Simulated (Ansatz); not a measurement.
# SiH4O (Si(OH)H3) at 6 levels

Aim: a comparison of 6 runs (UHF/STO-3G, B3LYP/STO-3G, CAM-B3LYP/STO-3G, HSE06/STO-3G, UB3LYP/STO-3G, CCSDT(Q)/STO-3G) of SiH4O (Si(OH)H3). 

Program for the calculation: Ansatz 0.2.0.

57 further runs of the same task are left out: 2 that didn't finish, 55 set aside as unsound or not needed.

**1. The molecule**

SiH4O: 6 atoms, total charge 0, spin state singlet. As SMILES, `[H][Si]([H])([H])O`. The O2–Si1 distance was set to 4.063 Å, away from the relaxed value. At this shape a bond of the SMILES string is far longer than usual.

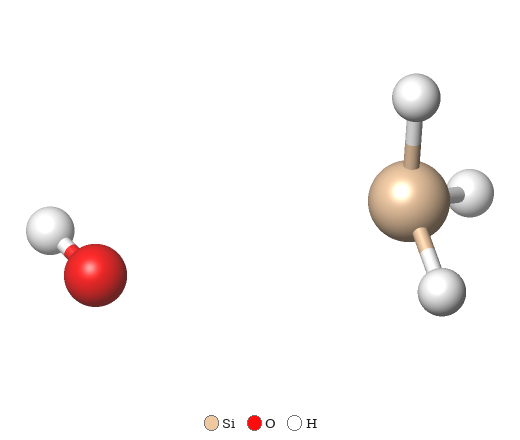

The structure, seen from a chosen angle (silicon light orange, oxygen red, hydrogen white).

**2. The energy at UHF/STO-3G (run 1)**

input.yaml reads:

```yaml
basis:
  gaussian:
    orbitals: STO-3G
crystal:
  periodic: [false, false, false]
  atoms:
    - {symbol: Si, position_ang: [-0.060540, -0.149560, -2.845461]}
    - {symbol: O, position_ang: [-0.059540, -0.091910, 1.217130]}
    - {symbol: H, position_ang: [0.327320, 0.620940, 1.717260]}
    - {symbol: H, position_ang: [1.312550, -0.147360, -3.354401]}
    - {symbol: H, position_ang: [-0.760980, 1.023790, -3.370741]}
    - {symbol: H, position_ang: [-0.761200, -1.394260, -3.113981]}
magnetization:
  spin_polarized: true
  initial_magnetization: 0
hamiltonian:
  xc: hf
accuracy: high
```

On the command line:

```
ansatz run input.yaml --threads 1 --pin off --max-ram 2610MiB --events-out events.jsonl --progress --plain --runs-dir runs
```

The log of the run:

```text
Warning: RAYON_NUM_THREADS=1 ignored (pool sized by the plan → 1); use --threads N
Functional definition: HF
  name "HF"
  exchange = exact_x
  correlation = 0
275 factors; integrals over basis functions are off by at most 2.3e-8 eV
mean field evaluation 1: about -9826.5622 eV, gradient 2.1e1 eV
mean field evaluation 2: about -9826.5676 eV, gradient 2.1e1 eV
mean field evaluation 4: about -9828.8556 eV, gradient 1.3e1 eV
mean field evaluation 8: about -9828.8558 eV, gradient 1.3e1 eV
mean field evaluation 16: about -9840.5861 eV, gradient 1.9e-1 eV
mean field evaluation 32: about -9840.5239 eV, gradient 1.4e0 eV
mean field evaluation 64: about -9840.5859 eV, gradient 2.7e-3 eV
mean field evaluation 96: about -9840.5269 eV, gradient 2.0e0 eV
mean field evaluation 128: about -9828.7905 eV, gradient 1.3e1 eV
mean field -9840.59041021 eV, -361.6350273833 hartree, gradient 1.9e-8 eV, S^2 1.005698; 4 other end points of the search recorded, 0 dependent functions left out
reference -9840.59041021 eV, -361.6350273833 hartree; 13, 13 occupied and 5, 5 virtual orbitals, 275 factors
Total energy: -9840.59041021 eV, -361.6350273833 hartree
```

Wall time 0.3 s (1 thread of Intel Xeon Platinum 8488C (Sapphire Rapids), shared host).

**3. The energy at B3LYP/STO-3G (run 2)**

in.yaml reads:

```yaml
crystal:
  periodic: [false, false, false]
  atoms:
    - symbol: Si
      position_ang: [-0.060540, -0.149560, -2.845461]
    - symbol: O
      position_ang: [-0.059540, -0.091910, 1.217130]
    - symbol: H
      position_ang: [0.327320, 0.620940, 1.717260]
    - symbol: H
      position_ang: [1.312550, -0.147360, -3.354401]
    - symbol: H
      position_ang: [-0.760980, 1.023790, -3.370741]
    - symbol: H
      position_ang: [-0.761200, -1.394260, -3.113981]
basis:
  gaussian:
    orbitals: STO-3G
hamiltonian:
  xc: {name: B3LYP}
accuracy: high
```

On the command line:

```
ansatz run in.yaml --threads 1 --pin off --max-ram 2610MiB --events-out events.jsonl --progress --plain --runs-dir runs
```

The log of the run:

```text
Warning: RAYON_NUM_THREADS=1 ignored (pool sized by the plan → 1); use --threads N
Functional definition: B3LYP
  name "B3LYP"
  parameter a0 = 0.2
  parameter ax = 0.72
  parameter ac = 0.81
  exchange = (1 - a0 - ax)*slater_x + ax*b88_x + a0*exact_x
  correlation = (1 - ac)*vwn_rpa_c + ac*lyp_c
275 factors; integrals over basis functions are off by at most 2.3e-8 eV
mean field evaluation 1: about -9850.6881 eV, gradient 3.1e1 eV
mean field evaluation 2: about -9503.8587 eV, gradient 1.0e2 eV
mean field evaluation 4: about -9845.6496 eV, gradient 3.1e1 eV
mean field evaluation 8: about -9853.1227 eV, gradient 1.8e1 eV
mean field evaluation 16: about -9862.1155 eV, gradient 6.3e-8 eV
mean field evaluation 32: about -9862.1050 eV, gradient 1.2e-1 eV
mean field -9862.11553512 eV, -362.4260611335 hartree, gradient 1.9e-8 eV, S^2 0.000000; 2 other end points of the search recorded, 0 dependent functions left out
reference -9862.11556682 eV, -362.4260622986 hartree; 13, 13 occupied and 5, 5 virtual orbitals, 275 factors
Total energy: -9862.11556682 eV, -362.4260622986 hartree
```

Run time: 1.5 s. Hardware: 1 thread of Intel Xeon Platinum 8488C (Sapphire Rapids), shared host; peak memory 0.13 GiB.

**4. A single-point energy at CAM-B3LYP/STO-3G (run 3)**

job.yaml reads:

```yaml
crystal:
  periodic: [false, false, false]
  atoms:
    - {symbol: Si, position_ang: [-0.060540, -0.149560, -2.845461]}
    - {symbol: O, position_ang: [-0.059540, -0.091910, 1.217130]}
    - {symbol: H, position_ang: [0.327320, 0.620940, 1.717260]}
    - {symbol: H, position_ang: [1.312550, -0.147360, -3.354401]}
    - {symbol: H, position_ang: [-0.760980, 1.023790, -3.370741]}
    - {symbol: H, position_ang: [-0.761200, -1.394260, -3.113981]}
basis:
  gaussian:
    orbitals: STO-3G
hamiltonian:
  xc: {name: CAM-B3LYP}
accuracy: high
```

On the command line:

```
ansatz run job.yaml --threads 1 --pin off --max-ram 2610MiB --events-out events.jsonl --progress --plain --runs-dir runs
```

The log of the run:

```text
Warning: RAYON_NUM_THREADS=1 ignored (pool sized by the plan → 1); use --threads N
Functional definition: CAM-B3LYP
  name "CAM-B3LYP"
  parameter alpha = 0.19
  parameter beta = 0.46
  parameter omega = 0.33/bohr
  parameter ac = 0.81
  exchange = (1 - alpha - beta)*b88_x + beta*b88_x_sr(omega) + alpha*exact_x + beta*exact_x_lr(omega)
  correlation = (1 - ac)*vwn5_c + ac*lyp_c
275 factors; integrals over basis functions are off by at most 2.3e-8 eV
149 factors; integrals over basis functions are off by at most 1.2e-9 eV
mean field evaluation 1: about -9849.0985 eV, gradient 3.0e1 eV
mean field evaluation 2: about -9712.4094 eV, gradient 8.2e1 eV
mean field evaluation 4: about -9851.7899 eV, gradient 1.7e1 eV
mean field evaluation 8: about -9851.7684 eV, gradient 1.7e1 eV
mean field evaluation 16: about -9859.5120 eV, gradient 4.2e-6 eV
mean field -9859.51198270 eV, -362.3303823470 hartree, gradient 2.6e-8 eV, S^2 0.000000; 2 other end points of the search recorded, 0 dependent functions left out
reference -9859.51199813 eV, -362.3303829139 hartree; 13, 13 occupied and 5, 5 virtual orbitals, 275 factors
Total energy: -9859.51199813 eV, -362.3303829139 hartree
```

Wall time 1.2 s (1 thread of Intel Xeon Platinum 8488C (Sapphire Rapids), shared host); peak memory 0.13 GiB.

Runs 4 to 5 aren't shown in full; the table further down has their settings and results.

**5. The energy at CCSDT(Q)/STO-3G (run 6)**

input.yaml reads:

```yaml
basis:
  gaussian:
    orbitals: STO-3G
crystal:
  periodic: [false, false, false]
  atoms:
    - symbol: Si
      position_ang: [-0.060540, -0.149560, -2.845461]
    - symbol: O
      position_ang: [-0.059540, -0.091910, 1.217130]
    - symbol: H
      position_ang: [0.327320, 0.620940, 1.717260]
    - symbol: H
      position_ang: [1.312550, -0.147360, -3.354401]
    - symbol: H
      position_ang: [-0.760980, 1.023790, -3.370741]
    - symbol: H
      position_ang: [-0.761200, -1.394260, -3.113981]
total_charge: 0
correlation:
  method: ccsdt_q
  frozen_orbitals: {H: 0, O: 1, Si: 5}
scf:
  omitted_lower_state_checks: [cluster_reference, increment]
accuracy: high
```

On the command line:

```
ansatz run input.yaml --threads 1 --pin off --max-ram 2610MiB --events-out events.jsonl --progress --plain --runs-dir runs
```

The log of the run:

```text
Warning: RAYON_NUM_THREADS=1 ignored (pool sized by the plan → 1); use --threads N
[... 13 lines left out ...]
6 core orbitals not correlated: weight in the atoms' cores, before any rotation towards them, 1.000 or more for the frozen orbitals, at most 0.000 for the correlated occupied ones
[... 57 lines left out ...]
WARN: these amplitudes may be one of several solutions (largest doubles amplitude 1.02, level shift 16.62 eV)
Total energy: -9842.64235395 eV, -361.7104349252 hartree
Checks for a lower state left out: cluster_reference, increment
```

It took 0.46 s on 1 thread of Intel Xeon Platinum 8488C (Sapphire Rapids), shared host.

**6. Overview of the runs**

```csv
run,level,frozen core orbitals,energy (Eh),wall time
1,UHF/STO-3G,–,-361.635027,0.3 s
2,B3LYP/STO-3G,–,-362.426062,1.5 s
3,CAM-B3LYP/STO-3G,–,-362.330383,1.2 s
4,HSE06/STO-3G,–,-362.210096,1.4 s
5,UB3LYP/STO-3G,–,-362.508598,13 s
6,CCSDT(Q)/STO-3G,6,-361.710435,0.46 s
```

**7. Summary of results**

| quantity | value |
| --- | --- |
| run 6: total energy | -361.71043 Eh |
| run 6: correlation energy (6 core orbitals frozen) | -330.2 mEh |
| run 6: T1 diagnostic | 0.060 |

In words: Totals of different functionals can't be ranked against each other. In run 6 the log says that unrestricted orbitals would lower the reference, so the values rest on an unstable closed-shell determinant (other closed-shell runs at this shape may share the fault). In runs 1, 2, 3, 4, 5, 6 the basis is minimal, so the values are rough. In runs 2, 3, 4 a closed-shell determinant meets a far-stretched bond, which it describes badly. Spin contamination of the reference: run 1 ⟨S²⟩ = 1.01, run 5 ⟨S²⟩ = 1.00. Where it is this large, the reference is a mixture of spin states, and values that rest on it are in doubt. All runs together took 18 s, the longest 13 s.
